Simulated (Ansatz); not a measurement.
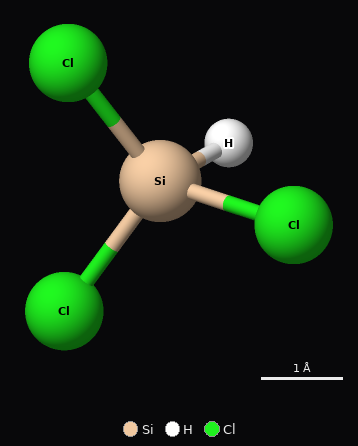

**Figure 1.** The input geometry (ball-and-stick view, seen at a tilt). Bond lengths as drawn: Cl–Si 2.05 to 2.09 Å and H–Si 1.46 Å.

Run report: SiHCl$_{3}$, geometry relaxation

- system: SiHCl$_{3}$
- method: RKS PBE/def2-SVP (Ansatz 0.2.0)

It belongs to a series of runs on one base structure; here: end point A relaxed.

The input:
```yaml
crystal:
  periodic: [false, false, false]
  atoms:
    - { symbol: Si, position_ang: [0.095218, 0.0, 0.201681] }
    - { symbol: H, position_ang: [0.13117, 0.0, 1.660523] }
    - { symbol: Cl, position_ang: [2.184199, 0.0, 0.0559] }
    - { symbol: Cl, position_ang: [-0.744943, 1.678056, -0.633152] }
    - { symbol: Cl, position_ang: [-0.744943, -1.678056, -0.633152] }
basis:
  gaussian: { orbitals: def2-SVP }
hamiltonian:
  xc: pbe
relax:
  f_tol: 0.03
  max_steps: 50
output:
  orbitals: {}
```

Run on 1 thread of Intel Xeon @ 2.50GHz (Skylake/Cascade Lake), 32 GiB of memory available, shared host.

Run as:
```bash
ansatz run input.yaml --threads 1 --pin off --max-ram 2048MiB --backend cpu --events-out ev --progress --plain --runs-dir out
```

The program's output:
```
The last accepted step is kept in [file] (removed where the run ends without a failure and the disk answers)
Engine: ansatz 0.2.0, x86_64-unknown-linux-gnu
Functional definition: PBE
  parameter kappa = 0.804
  parameter beta = 0.06672455060314922
  exchange = pbe_x(kappa = kappa, mu = beta*pi^2/3)
  correlation = pbe_c(beta = beta)
839 factors; their error is unknown
mean field evaluation 1: about -45431.3054 eV, gradient 1.5e1 eV
mean field evaluation 2: about -45431.3393 eV, gradient 1.5e1 eV
mean field evaluation 4: about -45431.9136 eV, gradient 5.3e-1 eV
mean field evaluation 8: about -45431.8520 eV, gradient 8.0e-2 eV
mean field evaluation 16: about -45431.8520 eV, gradient 1.7e-5 eV
mean field -45431.85201313 eV, -1669.5897666672 hartree, gradient 1.7e-5 eV, S^2 0.000000; 0 other end points of the search recorded, 0 dependent functions left out
the calculation of the forces begins
reference -45431.85203862 eV, -1669.5897676038 hartree; 33, 33 occupied and 44, 44 virtual orbitals, 839 factors
relax step   1: F+E_penalty+E_count = -45431.85201313 eV  Δ(F+E_penalty+E_count) = +0.000e0 eV  max|allowed force component| = 1.088e0 eV/Å  Δτ_max = 0.0000 Å  (25 SCF iters, accepted)
these checks for a lower state are left out or cut short: starts, cluster_reference, orbital_swaps, neighbouring_geometries, increment
839 factors; their error is unknown
mean field -45432.02864037 eV, -1669.5962575986 hartree, gradient 1.6e-5 eV, S^2 0.000000; 0 other end points of the search recorded, 0 dependent functions left out
the calculation of the forces begins
reference -45432.02866592 eV, -1669.5962585376 hartree; 33, 33 occupied and 44, 44 virtual orbitals, 839 factors
relax step   2: F+E_penalty+E_count = -45432.02864037 eV  Δ(F+E_penalty+E_count) = -1.766e-1 eV  max|allowed force component| = 4.566e-1 eV/Å  Δτ_max = 0.1966 Å  (27 SCF iters, accepted)
these checks for a lower state are left out or cut short: starts, cluster_reference, orbital_swaps, neighbouring_geometries, increment
839 factors; their error is unknown
mean field evaluation 32: about -45432.0304 eV, gradient 2.1e-5 eV
mean field -45432.03041132 eV, -1669.5963226799 hartree, gradient 2.1e-5 eV, S^2 0.000000; 0 other end points of the search recorded, 0 dependent functions left out
the calculation of the forces begins
reference -45432.03043669 eV, -1669.5963236121 hartree; 33, 33 occupied and 44, 44 virtual orbitals, 839 factors
relax step   3: F+E_penalty+E_count = -45432.03041132 eV  Δ(F+E_penalty+E_count) = -1.771e-3 eV  max|allowed force component| = 6.666e-1 eV/Å  Δτ_max = 0.0417 Å  (26 SCF iters, accepted)
these checks for a lower state are left out or cut short: starts, cluster_reference, orbital_swaps, neighbouring_geometries, increment
839 factors; their error is unknown
mean field -45432.04305025 eV, -1669.5967871519 hartree, gradient 2.3e-5 eV, S^2 0.000000; 0 other end points of the search recorded, 0 dependent functions left out
the calculation of the forces begins
reference -45432.04307580 eV, -1669.5967880907 hartree; 33, 33 occupied and 44, 44 virtual orbitals, 839 factors
relax step   4: F+E_penalty+E_count = -45432.04305025 eV  Δ(F+E_penalty+E_count) = -1.264e-2 eV  max|allowed force component| = 4.849e-2 eV/Å  Δτ_max = 0.0312 Å  (27 SCF iters, accepted)
these checks for a lower state are left out or cut short: starts, cluster_reference, orbital_swaps, neighbouring_geometries, increment
839 factors; their error is unknown
mean field -45432.04311146 eV, -1669.5967894014 hartree, gradient 7.7e-5 eV, S^2 0.000000; 0 other end points of the search recorded, 0 dependent functions left out
the calculation of the forces begins
reference -45432.04313702 eV, -1669.5967903404 hartree; 33, 33 occupied and 44, 44 virtual orbitals, 839 factors
relax step   5: F+E_penalty+E_count = -45432.04311146 eV  Δ(F+E_penalty+E_count) = -6.121e-5 eV  max|allowed force component| = 6.061e-3 eV/Å  Δτ_max = 0.0023 Å  (19 SCF iters, accepted)
```

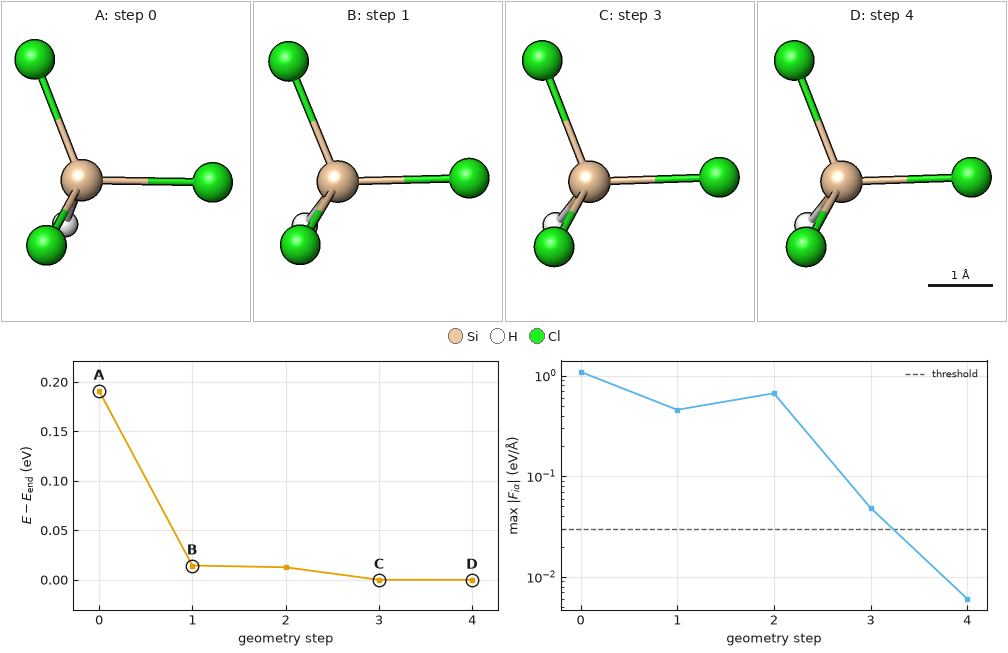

**Figure 2.** Frames of the relaxation (ball-and-stick view, seen at a tilt) above the curves, on which the letters mark them (the first geometry is step 0 here and step 1 in the log).

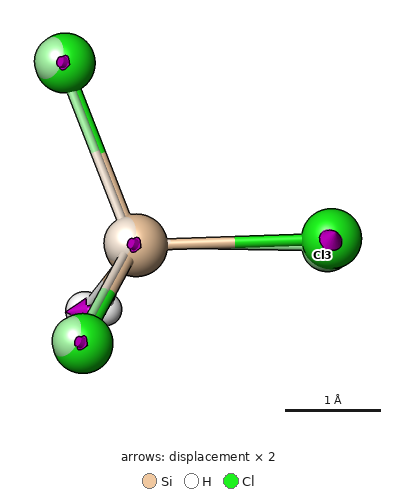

**Figure 3.** Start (faint) and end (solid) with the displacements as pink arrows, magnified 2 times (ball-and-stick view, seen at a tilt). The two geometries are laid on each other by the best rigid fit. After 4 geometry steps the energy has fallen by 0.191 eV. Largest force component: 1.1 eV/Å at the start, 0.0061 eV/Å at the end. H2 moves most after the best rigid fit: 0.22 Å. Largest moves by element: H 0.22 Å, Cl 0.17 Å, Si 0.08 Å. Among the contacts that change: Si1–Cl3 2.094 → 2.061 Å, Si1–H2 1.459 → 1.489 Å, Si1–Cl4 2.054 → 2.061 Å. Among the angles that change: H2–Si1–Cl3 92.6° → 109.5°, H2–Si1–Cl4 114.6° → 109.5°, Cl3–Si1–Cl4 112.3° → 109.4°. (Atoms are counted from 1 in the order of the input.)

```
839 factors; their error is unknown
mean field -45432.04311146 eV, -1669.5967894014 hartree, gradient 7.7e-5 eV, S^2 0.000000; 1 other end points of the search recorded, 0 dependent functions left out
the calculation of the forces begins
reference -45432.04313702 eV, -1669.5967903404 hartree; 33, 33 occupied and 44, 44 virtual orbitals, 839 factors
Total energy: -45432.04313702 eV, -1669.5967903404 hartree
Atom 0 at     0.165004    -0.000000     0.244450 Å, force    -0.000954     0.000000     0.006061 eV/Å
Atom 1 at    -0.080983    -0.000000     1.712520 Å, force    -0.000334     0.000000     0.000525 eV/Å
Atom 2 at     2.194838     0.000000    -0.113882 Å, force     0.001658    -0.000000    -0.002156 eV/Å
Atom 3 at    -0.679079     1.682374    -0.595644 Å, force    -0.000185     0.001050    -0.002215 eV/Å
Atom 4 at    -0.679079    -1.682374    -0.595644 Å, force    -0.000185    -0.001050    -0.002215 eV/Å
Dipole moment:    -0.029930    -0.000000     0.178459 e Å
```

Trajectory as extended XYZ (Å, eV, eV/Å), 5 frames, from step=1 to step=5:
```
5
Properties=species:S:1:pos:R:3:forces:R:3 step=1 energy=-45431.85201
Si    0.0952    0.0000    0.2017    1.0879   0.0000  -0.0068
H     0.1312    0.0000    1.6605   -0.8432   0.0000   0.6053
Cl    2.1842    0.0000    0.0559   -0.2307   0.0000  -0.5836
Cl   -0.7449    1.6781   -0.6332   -0.0070   0.0020  -0.0074
Cl   -0.7449   -1.6781   -0.6332   -0.0070  -0.0020  -0.0074
5
Properties=species:S:1:pos:R:3:forces:R:3 step=2 energy=-45432.02864
Si    0.1687    0.0000    0.2404    0.3004   0.0000   0.1651
H    -0.0553    0.0000    1.7228   -0.0120   0.0000  -0.1928
Cl    2.2294    0.0000   -0.0875   -0.4566   0.0000  -0.0103
Cl   -0.7111    1.6553   -0.6120    0.0841   0.0917   0.0190
Cl   -0.7111   -1.6553   -0.6120    0.0841  -0.0917   0.0190
5
Properties=species:S:1:pos:R:3:forces:R:3 step=3 energy=-45432.03041
Si    0.1647    0.0000    0.2481    0.0281   0.0000  -0.5510
H    -0.0667    0.0000    1.6832   -0.1366   0.0000   0.6666
Cl    2.1891    0.0000   -0.0983    0.1444   0.0000  -0.0556
Cl   -0.6832    1.6774   -0.5906   -0.0179   0.0603  -0.0300
Cl   -0.6832   -1.6774   -0.5906   -0.0179  -0.0603  -0.0300
5
Properties=species:S:1:pos:R:3:forces:R:3 step=4 energy=-45432.04305
Si    0.1646    0.0000    0.2456   -0.0011   0.0000  -0.0485
H    -0.0788    0.0000    1.7120   -0.0134   0.0000   0.0361
Cl    2.1943    0.0000   -0.1126    0.0041   0.0000  -0.0036
Cl   -0.6797    1.6822   -0.5966    0.0051  -0.0095   0.0080
Cl   -0.6797   -1.6822   -0.5966    0.0051   0.0095   0.0080
5
Properties=species:S:1:pos:R:3:forces:R:3 step=5 energy=-45432.04311
Si    0.1650    0.0000    0.2445   -0.0010   0.0000   0.0061
H    -0.0810    0.0000    1.7125   -0.0003   0.0000   0.0005
Cl    2.1948    0.0000   -0.1139    0.0017   0.0000  -0.0022
Cl   -0.6791    1.6824   -0.5956   -0.0002   0.0010  -0.0022
Cl   -0.6791   -1.6824   -0.5956   -0.0002  -0.0010  -0.0022
```

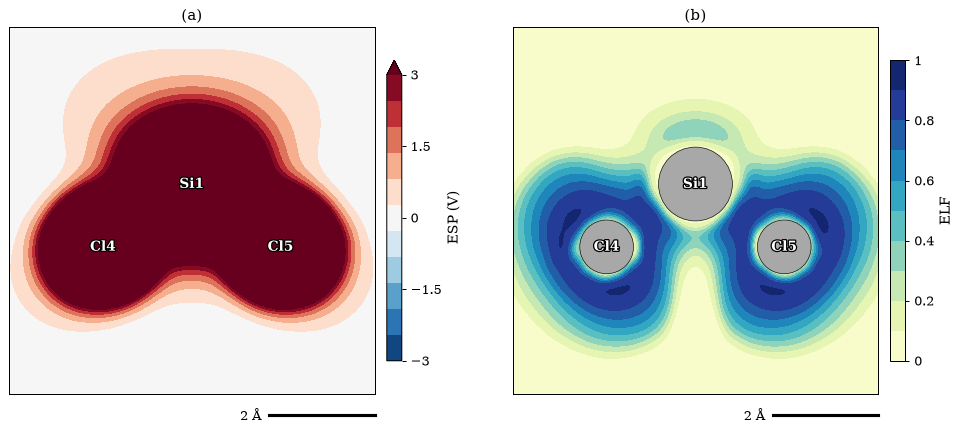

**Figure 4.** (a) electrostatic potential; (b) ELF on the plane of atoms Cl4, Si1 and Cl5. Grey discs, where drawn, cover atomic cores. Atoms in the plane: Si and Cl. Si–Cl (2.06 Å): the ELF peaks at about 0.85 between the atoms, which marks a shared but strongly polarised pair. The potential has no marked negative region in this plane.

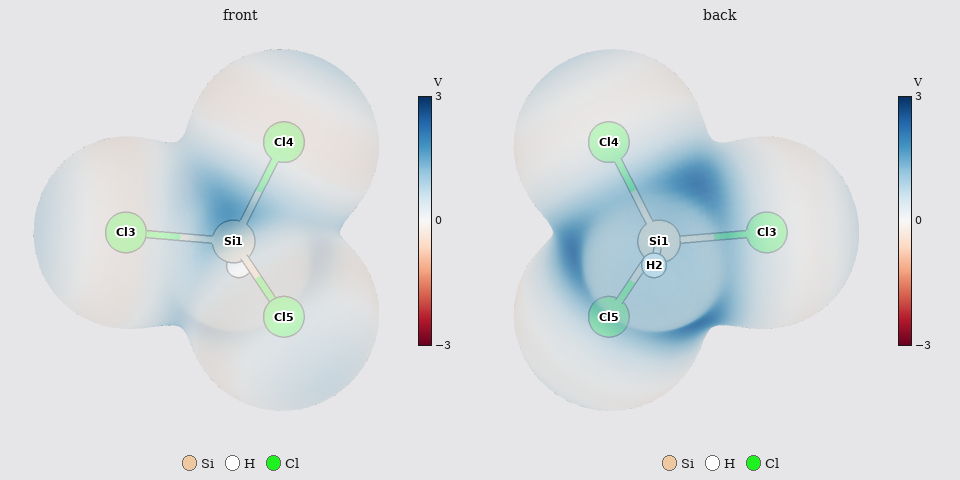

**Figure 5.** The electrostatic potential painted on the density surface at 0.004 e/bohr³, seen at a tilt and from behind; red is negative and blue positive. A positive charge is drawn to the negative regions and a negative charge to the positive ones.

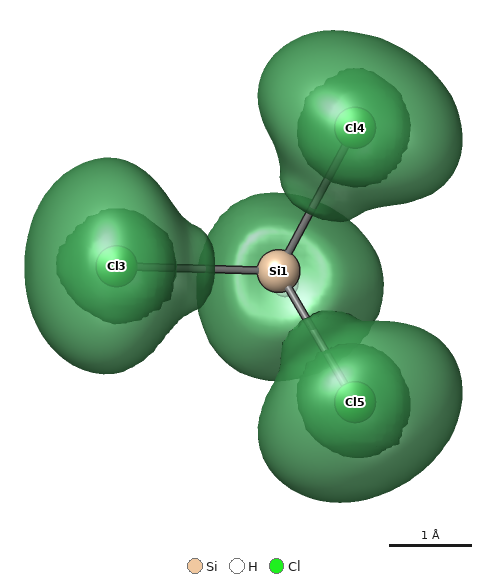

**Figure 6.** Isosurface of the electron localisation function at 0.75 (green), seen at a tilt. Only the valence region is drawn (cores and ρ < 0.01 e/Å³ removed). Si–H (1.49 Å): the ELF climbs to about 1 towards the hydrogen, as it does in any bond to H.

Results in brief:

| quantity | value |
| --- | --- |
| outcome | converged |
| total energy | −45432.0431 eV |
| mean-field energy | −45432.0431 eV |
| largest force (length of the vector) at the end | 0.006 eV/Å |
| wall time | 19 s |
| peak memory | 0.15 GiB |
